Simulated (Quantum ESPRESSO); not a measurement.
## How volume moves the moments of Cobalt

How does volume change the magnetic state of Cobalt?

Main program and level: Quantum ESPRESSO 7.5; PBE; plane waves with GBRV 1.5 PBE potentials, no spin-orbit coupling.

**1. Starting point**

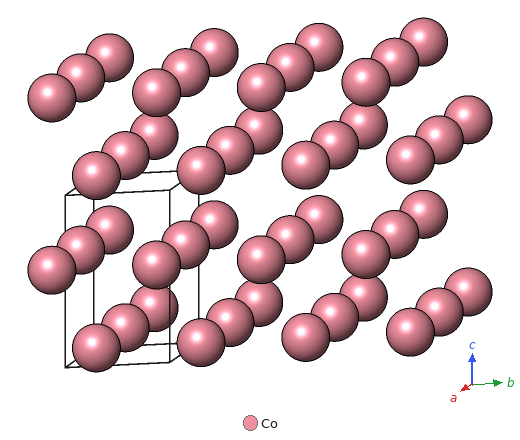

Start, viewed slightly off an axis; cobalt pink. 3×4×2 cells are drawn.

Structure file:

```cif
data_structure
_symmetry_space_group_name_H-M 'P6_3/mmc'
_symmetry_Int_Tables_number 194
_cell_length_a 2.5074
_cell_length_b 2.5074
_cell_length_c 4.0699
_cell_angle_alpha 90.000
_cell_angle_beta 90.000
_cell_angle_gamma 120.000
_cell_volume 22.16
loop_
_atom_site_label
_atom_site_type_symbol
_atom_site_symmetry_multiplicity
_atom_site_Wyckoff_symbol
_atom_site_fract_x
_atom_site_fract_y
_atom_site_fract_z
_atom_site_occupancy
Co1 Co 2 c 0.33333 0.66667 0.25000 1
```

The cell comes from the Crystallography Open Database.

**2. Volume 0.92, ferro ++**

All lengths scale alike; the factor is that of the volume. Atoms keep their fractional places. Seeded atoms are those given a starting moment.

pw.in reads:

```
&CONTROL
  calculation = 'scf'
  prefix = 'pwscf'
  outdir = './tmp'
  pseudo_dir = './pseudo'
  disk_io = 'nowf'
  tprnfor = .true.
  tstress = .true.
/
&SYSTEM
  ibrav = 0
  nat = 2
  ntyp = 1
  ecutwfc = 40
  ecutrho = 280
  nbnd = 26
  occupations = 'smearing'
  smearing = 'fd'
  degauss = 0.00367493
  nspin = 2
  starting_magnetization(1) = 0.1176
/
&ELECTRONS
  conv_thr = 4d-09
  electron_maxstep = 150
  mixing_beta = 0.3
/
ATOMIC_SPECIES
Co     58.9332 co_pbe_v1.2.uspp.F.UPF
CELL_PARAMETERS bohr
   4.6084169398    0.0000000000    0.0000000000
  -2.3042084699    3.9910061410    0.0000000000
   0.0000000000    0.0000000000    7.4801771170
ATOMIC_POSITIONS crystal
Co      0.3333333333    0.6666666667    0.2500000000
Co      0.6666666667    0.3333333333    0.7500000000
K_POINTS automatic
12 12 12 0 0 0
```

The run is started by

```bash
> OMP_NUM_THREADS=1 mpirun -n 2 pw.x -nk 2 -in pw.in > pw.out
```

Output:

```text
Program PWSCF v.7.5 starts

     Message from routine setup:
     using ibrav=0 with symmetry is DISCOURAGED, use correct ibrav instead

     K-points division:     npool     =       2
     Subspace diagonalization in iterative solution of the eigenvalue problem:

     bravais-lattice index     =            0
     lattice parameter (alat)  =       4.6084  a.u.
     unit-cell volume          =     137.5771 (a.u.)^3
     number of atoms/cell      =            2
     number of atomic types    =            1
     number of electrons       =        34.00
     number of Kohn-Sham states=           26
     kinetic-energy cutoff     =      40.0000  Ry
     charge density cutoff     =     280.0000  Ry
     scf convergence threshold =      4.0E-09
     mixing beta               =       0.3000
     number of iterations used =            8  plain     mixing
     Exchange-correlation= SLA  PW   PBE  PBE
                           (   1   4   3   4   0   0   0)

     celldm(1)=   4.608417  celldm(2)=   0.000000  celldm(3)=   0.000000
     celldm(4)=   0.000000  celldm(5)=   0.000000  celldm(6)=   0.000000

     crystal axes: (cart. coord. in units of alat)
               a(1) = (   1.000000   0.000000   0.000000 )
               a(2) = (  -0.500000   0.866025   0.000000 )
               a(3) = (   0.000000   0.000000   1.623155 )

     reciprocal axes: (cart. coord. in units 2 pi/alat)
               b(1) = (  1.000000  0.577350 -0.000000 )
               b(2) = (  0.000000  1.154701  0.000000 )
               b(3) = (  0.000000 -0.000000  0.616084 )

     PseudoPot. # 1 for Co read from file:
     co_pbe_v1.2.uspp.F.UPF
     Pseudo is Ultrasoft + core correction, Zval = 17.0

     atomic species   valence    mass     pseudopotential
     Co               17.00    58.93320     Co( 1.00)

     Starting magnetic structure
     atomic species   magnetization
     Co              0.118

     24 Sym. Ops., with inversion, found (12 have fractional translation)

   Cartesian axes

     site n.     atom                  positions (alat units)
         1        Co     tau(   1) = (  -0.0000000   0.5773503   0.4057889  )
         2        Co     tau(   2) = (   0.5000000   0.2886751   1.2173666  )

     number of k points=   133  Fermi-Dirac smearing, width (Ry)=  0.0037

     Number of k-points >= 100: set verbosity='high' to print them.

     Dense  grid:    10863 G-vectors     FFT dimensions: (  25,  25,  40)

     Smooth grid:     4711 G-vectors     FFT dimensions: (  20,  20,  32)

     Check: negative core charge=   -0.000058
     Generating pointlists ...
     new r_m :   0.4108 (alat units)  1.8933 (a.u.) for type    1

     Initial potential from superposition of free atoms

     starting charge      32.0000, renormalised to      34.0000
     Starting wfcs are   26 randomized atomic wfcs

     Self-consistent Calculation

     iteration #  1     ecut=    40.00 Ry     beta= 0.30
     Davidson diagonalization with overlap
     ethr =  1.00E-02,  avg # of iterations =  4.7

     total energy              =    -594.19666327 Ry
     estimated scf accuracy    <      13.38650517 Ry

     total magnetization       =     2.07 Bohr mag/cell
     absolute magnetization    =     2.12 Bohr mag/cell

     iteration #  2     ecut=    40.00 Ry     beta= 0.30
     Davidson diagonalization with overlap
     ethr =  1.00E-02,  avg # of iterations =  2.1

     total energy              =    -596.91174145 Ry
     estimated scf accuracy    <       0.33403135 Ry

     total magnetization       =     3.08 Bohr mag/cell
     absolute magnetization    =     3.24 Bohr mag/cell

     [... further iterations left out ...]

     iteration # 11     ecut=    40.00 Ry     beta= 0.30
     Davidson diagonalization with overlap
     ethr =  2.00E-10,  avg # of iterations =  1.6

     total energy              =    -596.97344084 Ry
     estimated scf accuracy    <       0.00000004 Ry

     total magnetization       =     3.22 Bohr mag/cell
     absolute magnetization    =     3.55 Bohr mag/cell

     iteration # 12     ecut=    40.00 Ry     beta= 0.30
     Davidson diagonalization with overlap
     ethr =  1.03E-10,  avg # of iterations =  1.4

     Magnetic moment per site  (integrated on atomic sphere of radius R)
     atom   1 (R=0.411)  charge= 15.5479  magn=  1.6858
     atom   2 (R=0.411)  charge= 15.5479  magn=  1.6858

     End of self-consistent calculation

     Number of k-points >= 100: set verbosity='high' to print the bands.

     the Fermi energy is    19.9121 ev

!    total energy              =    -596.97344087 Ry
     estimated scf accuracy    <          2.5E-10 Ry
     smearing contrib. (-TS)   =      -0.00108682 Ry
     internal energy E=F+TS    =    -596.97235405 Ry

     The total energy is F=E-TS. E is the sum of the following terms:
     one-electron contribution =    -295.65900981 Ry
     hartree contribution      =     171.56366421 Ry
     xc contribution           =     -65.45780993 Ry
     ewald contribution        =    -407.41919851 Ry

     total magnetization       =     3.22 Bohr mag/cell
     absolute magnetization    =     3.55 Bohr mag/cell

     convergence has been achieved in  12 iterations

     Forces acting on atoms (cartesian axes, Ry/au):

     atom    1 type  1   force =    -0.00000000   -0.00000000    0.00000000
     atom    2 type  1   force =     0.00000000    0.00000000    0.00000000

     Total force =     0.000000     Total SCF correction =     0.000000

     Computing stress (Cartesian axis) and pressure

          total   stress  (Ry/bohr**3)                   (kbar)     P=      161.41
   0.00114499  -0.00000000   0.00000000          168.43       -0.00        0.00
  -0.00000000   0.00114499   0.00000000           -0.00      168.43        0.00
   0.00000000   0.00000000   0.00100167            0.00        0.00      147.35

=------------------------------------------------------------------------------=
   JOB DONE.
=------------------------------------------------------------------------------=
```

Elapsed: 38 s, on 2 MPI ranks of Intel Xeon Platinum 8259CL at 2.50GHz (Skylake/Cascade Lake), shared host; peak memory 0.21 GiB.

Spin moment in the atom's sphere by atom:

| atom | spin moment in the atom's sphere (μB) |
| --- | --- |
| Co1 | 1.69 |
| Co2 | 1.69 |

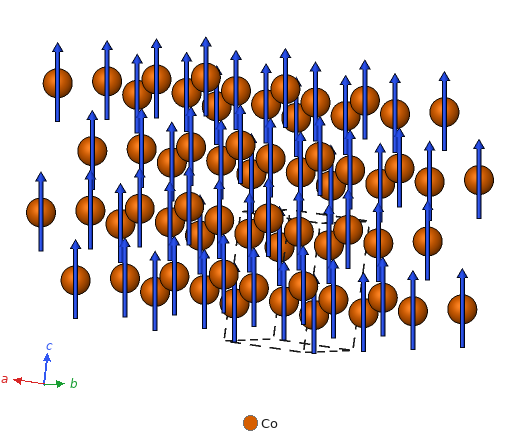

Spin moment in the atom's sphere as arrows, the longest 1.69 μB. Up and down stand for the sign. Arrows give size and sign along the axis of quantisation, drawn up and down the page. 4×4×2 cells are drawn.

This step gave:

- smearing term TS: 0.01479 eV
- pressure: 16.14 GPa
- magnetization: 3.222 μB
- absolute magnetization: 3.547 μB
- final state: ferromagnetic

**3. Volume 0.92, antiferro +-**

pw.in: that of step 2 with these lines changed.

```diff
@@ -12,6 +12,6 @@
   nat = 2
-  ntyp = 1
+  ntyp = 2
   ecutwfc = 40
   ecutrho = 280
-  nbnd = 26
+  nbnd = 24
   occupations = 'smearing'
@@ -21,2 +21,3 @@
   starting_magnetization(1) = 0.1176
+  starting_magnetization(2) = -0.1176
 /
@@ -28,3 +29,4 @@
 ATOMIC_SPECIES
-Co     58.9332 co_pbe_v1.2.uspp.F.UPF
+Co1    58.9332 co_pbe_v1.2.uspp.F.UPF
+Co2    58.9332 co_pbe_v1.2.uspp.F.UPF
 CELL_PARAMETERS bohr
@@ -34,4 +36,4 @@
 ATOMIC_POSITIONS crystal
-Co      0.3333333333    0.6666666667    0.2500000000
-Co      0.6666666667    0.3333333333    0.7500000000
+Co1     0.3333333333    0.6666666667    0.2500000000
+Co2     0.6666666667    0.3333333333    0.7500000000
 K_POINTS automatic
```

Output:

```text
     [... lines left out ...]
Program PWSCF v.7.5 starts
     [... lines left out ...]
     number of atoms/cell      =            2
     [... lines left out ...]
     number of electrons       =        34.00
     number of Kohn-Sham states=           24
     kinetic-energy cutoff     =      40.0000  Ry
     charge density cutoff     =     280.0000  Ry
     scf convergence threshold =      4.0E-09
     [... lines left out ...]
     12 Sym. Ops. (no inversion) found ( 6 have fractional translation)
     [... lines left out ...]
     number of k points=   133  Fermi-Dirac smearing, width (Ry)=  0.0037
     [... lines left out ...]
     iteration # 20     ecut=    40.00 Ry     beta= 0.30
     [... lines left out ...]
     Magnetic moment per site  (integrated on atomic sphere of radius R)
     atom   1 (R=0.411)  charge= 15.5502  magn=  0.8465
     atom   2 (R=0.411)  charge= 15.5502  magn= -0.8464
     [... lines left out ...]
     the Fermi energy is    19.9218 ev
!    total energy              =    -596.94063423 Ry
     estimated scf accuracy    <          1.7E-09 Ry
     smearing contrib. (-TS)   =      -0.00304305 Ry
     [... lines left out ...]
     total magnetization       =     0.00 Bohr mag/cell
     absolute magnetization    =     1.74 Bohr mag/cell
     convergence has been achieved in  20 iterations
     [... lines left out ...]
     Total force =     0.000000     Total SCF correction =     0.000000
     [... lines left out ...]
          total   stress  (Ry/bohr**3)                   (kbar)     P=       72.89
     [... lines left out ...]
```

Run time: 62 s. Hardware: 2 MPI ranks; peak memory 0.21 GiB; 2.1 min of CPU time.

Spin moment in the atom's sphere by atom:

| atom | spin moment in the atom's sphere (μB) |
| --- | --- |
| Co1 | 0.847 |
| Co2 | -0.846 |

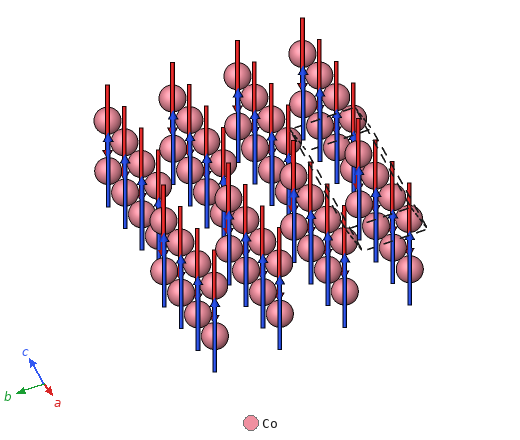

Spin moment in the atom's sphere as arrows, the longest 0.847 μB. Up and down stand for the sign. Arrows give size and sign along the axis of quantisation, drawn up and down the page. The two directions have two colours. 4×4×2 cells are drawn.

Read from the output:

```
smearing term TS       : 0.04140 eV
pressure               : 7.289 GPa
magnetization          : 0 μB
absolute magnetization : 1.735 μB
final state            : antiferromagnetic
```

**4. Volume 0.92, no spin polarisation**

pw.in reads:

```
&CONTROL
  calculation = 'scf'
  prefix = 'pwscf'
  outdir = './tmp'
  pseudo_dir = './pseudo'
  disk_io = 'nowf'
  tprnfor = .true.
  tstress = .true.
/
&SYSTEM
  ibrav = 0
  nat = 2
  ntyp = 1
  ecutwfc = 40
  ecutrho = 280
  nbnd = 24
  occupations = 'smearing'
  smearing = 'fd'
  degauss = 0.00367493
/
&ELECTRONS
  conv_thr = 4d-09
  electron_maxstep = 150
  mixing_beta = 0.3
/
ATOMIC_SPECIES
Co     58.9332 co_pbe_v1.2.uspp.F.UPF
CELL_PARAMETERS bohr
   4.6084169398    0.0000000000    0.0000000000
  -2.3042084699    3.9910061410    0.0000000000
   0.0000000000    0.0000000000    7.4801771170
ATOMIC_POSITIONS crystal
Co      0.3333333333    0.6666666667    0.2500000000
Co      0.6666666667    0.3333333333    0.7500000000
K_POINTS automatic
12 12 12 0 0 0
```

Output:

```text
     [... lines left out ...]
Program PWSCF v.7.5 starts
     [... lines left out ...]
     number of atoms/cell      =            2
     [... lines left out ...]
     number of electrons       =        34.00
     number of Kohn-Sham states=           24
     kinetic-energy cutoff     =      40.0000  Ry
     charge density cutoff     =     280.0000  Ry
     scf convergence threshold =      4.0E-09
     [... lines left out ...]
     24 Sym. Ops., with inversion, found (12 have fractional translation)
     [... lines left out ...]
     number of k points=   133  Fermi-Dirac smearing, width (Ry)=  0.0037
     [... lines left out ...]
     iteration # 10     ecut=    40.00 Ry     beta= 0.30
     [... lines left out ...]
     the Fermi energy is    19.8628 ev
!    total energy              =    -596.94085276 Ry
     estimated scf accuracy    <          2.8E-09 Ry
     smearing contrib. (-TS)   =      -0.00312128 Ry
     [... lines left out ...]
     convergence has been achieved in  10 iterations
     [... lines left out ...]
     Total force =     0.000000     Total SCF correction =     0.000000
     [... lines left out ...]
          total   stress  (Ry/bohr**3)                   (kbar)     P=       30.73
     [... lines left out ...]
```

Wall time 21 s (2 MPI ranks); peak memory 0.17 GiB; 41 s of CPU time.

Numbers from this step:

```
smearing term TS : 0.04247 eV
pressure         : 3.073 GPa
final state      : non-magnetic (no spin polarisation)
```

**5. Volume 1.08, ferro ++**

pw.in: that of step 4 with these lines changed.

```diff
@@ -15,3 +15,3 @@
   ecutrho = 280
-  nbnd = 24
+  nbnd = 26
   occupations = 'smearing'
@@ -19,2 +19,4 @@
   degauss = 0.00367493
+  nspin = 2
+  starting_magnetization(1) = 0.1176
 /
@@ -28,5 +30,5 @@
 CELL_PARAMETERS bohr
-   4.6084169398    0.0000000000    0.0000000000
-  -2.3042084699    3.9910061410    0.0000000000
-   0.0000000000    0.0000000000    7.4801771170
+   4.8614266832    0.0000000000    0.0000000000
+  -2.4307133416    4.2101190062    0.0000000000
+   0.0000000000    0.0000000000    7.8908512634
 ATOMIC_POSITIONS crystal
```

Output:

```text
     [... lines left out ...]
Program PWSCF v.7.5 starts
     [... lines left out ...]
     number of atoms/cell      =            2
     [... lines left out ...]
     number of electrons       =        34.00
     number of Kohn-Sham states=           26
     kinetic-energy cutoff     =      40.0000  Ry
     charge density cutoff     =     280.0000  Ry
     scf convergence threshold =      4.0E-09
     [... lines left out ...]
     24 Sym. Ops., with inversion, found (12 have fractional translation)
     [... lines left out ...]
     number of k points=   133  Fermi-Dirac smearing, width (Ry)=  0.0037
     [... lines left out ...]
     iteration # 11     ecut=    40.00 Ry     beta= 0.30
     [... lines left out ...]
     Magnetic moment per site  (integrated on atomic sphere of radius R)
     atom   1 (R=0.411)  charge= 15.6635  magn=  1.8211
     atom   2 (R=0.411)  charge= 15.6635  magn=  1.8211
     [... lines left out ...]
     the Fermi energy is    16.4360 ev
!    total energy              =    -596.96996755 Ry
     estimated scf accuracy    <          3.9E-10 Ry
     smearing contrib. (-TS)   =      -0.00112595 Ry
     [... lines left out ...]
     total magnetization       =     3.46 Bohr mag/cell
     absolute magnetization    =     3.87 Bohr mag/cell
     convergence has been achieved in  11 iterations
     [... lines left out ...]
     Total force =     0.000000     Total SCF correction =     0.000000
     [... lines left out ...]
          total   stress  (Ry/bohr**3)                   (kbar)     P=     -160.86
     [... lines left out ...]
```

Run time: 44 s. Hardware: 2 MPI ranks; peak memory 0.23 GiB; 88 s of CPU time.

This step gave:

- smearing term TS: 0.01532 eV
- pressure: -16.09 GPa
- magnetization: 3.458 μB
- absolute magnetization: 3.869 μB
- final state: ferromagnetic
- largest moment: 1.821 μB

**6. Trends**

The runs not shown differ from these in the moved quantity alone.

States, by row:

| volume | ferro ++ | antiferro +- | no spin polarisation |
| --- | --- | --- | --- |
| 0.92 | ferromagnetic | antiferromagnetic | non-magnetic |
| 0.96 | ferromagnetic | antiferromagnetic | non-magnetic |
| 1 | ferromagnetic | antiferromagnetic | non-magnetic |
| 1.04 | ferromagnetic | antiferromagnetic | non-magnetic |
| 1.08 | ferromagnetic | antiferromagnetic | non-magnetic |

Table of largest site moment by volume:

| volume (factor) | ferro ++ (μB) | antiferro +- (μB) |
| --- | --- | --- |
| 0.9200 | 1.69 | 0.846 |
| 0.9600 | 1.74 | 1.06 |
| 1.0000 | 1.78 | 1.23 |
| 1.0400 | 1.80 | 1.38 |
| 1.0800 | 1.82 | 1.50 |

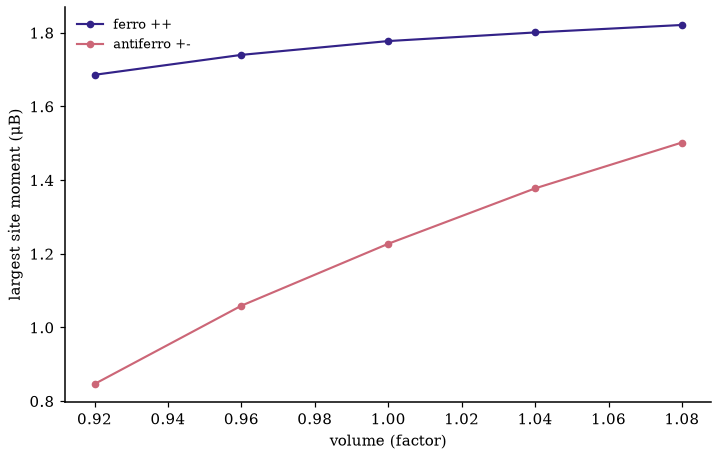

Largest site moment, plotted against volume.

Table of energy less that of the parallel start by volume; values in meV a seeded atom:

| volume (factor) | antiferro +- | no spin polarisation |
| --- | --- | --- |
| 0.9200 | 223 | 222 |
| 0.9600 | 245 | 258 |
| 1.0000 | 261 | 293 |
| 1.0400 | 271 | 325 |
| 1.0800 | 276 | 356 |

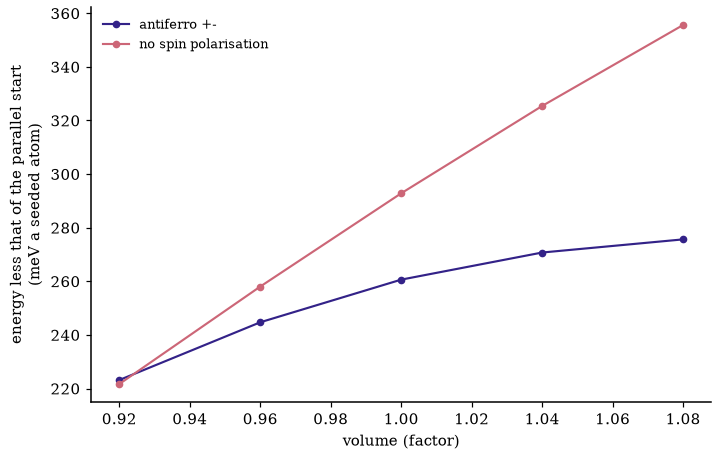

Energy less that of the parallel start against volume.

Table of energy over the lowest by volume; values in meV an atom:

| volume (factor) | ferro ++ | antiferro +- | no spin polarisation |
| --- | --- | --- | --- |
| 0.9200 | 32.4 | 256 | 254 |
| 0.9600 | 2.71 | 247 | 261 |
| 1.0000 | 0 | 261 | 293 |
| 1.0400 | 19.2 | 290 | 345 |
| 1.0800 | 56.0 | 332 | 412 |

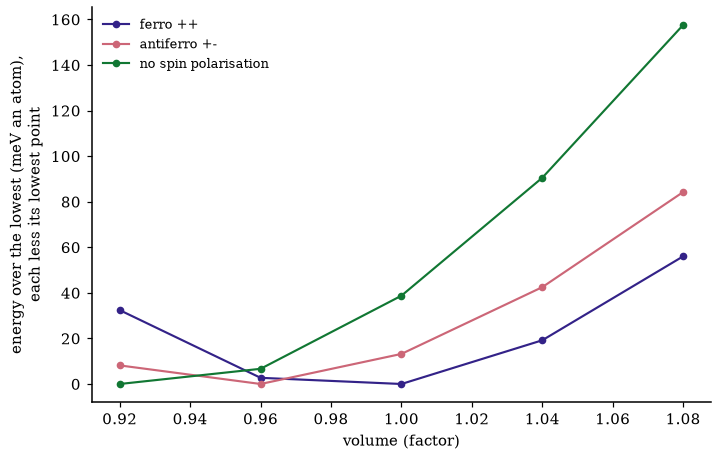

Energy over the lowest, plotted against volume. Each curve is drawn from its own lowest point.

**7. Summary of results**

| Property | Result |
| --- | --- |
| moment, parallel start | 1.69 to 1.82 μB |
| states met from these starts | antiferromagnetic and ferromagnetic |

**Reading.** The moment of the parallel start goes from 1.69 μB at 0.92 to 1.82 μB at 1.08. The net moment of the cell goes from 3.22 to 3.46 μB. The radius of the spheres follows the nearest distance, so part of the change of the site moments is the spheres'. The largest moment of the start antiferro +- lies between 0.846 and 1.50 μB. The start antiferro +- lies over the parallel one at every finished point, by 223 to 276 meV a seeded atom.

[Logs and program files are shortened in this print: banners, set-up blocks, solver, clock and traceback lines can be left out without a mark of their own.]

[Logs are printed without paths, hosts, clocks, repeated set-up lines and the standing remarks that a program may print on its own settings, such as how far it seeks lower states.]

[Hosts, paths, dates, database ids (printed as entryN), source tags and the programs' standing remarks are cut or masked in the printed files.]

[Where a cell is said to come from a database of computed structures, the database is the Materials Project.]
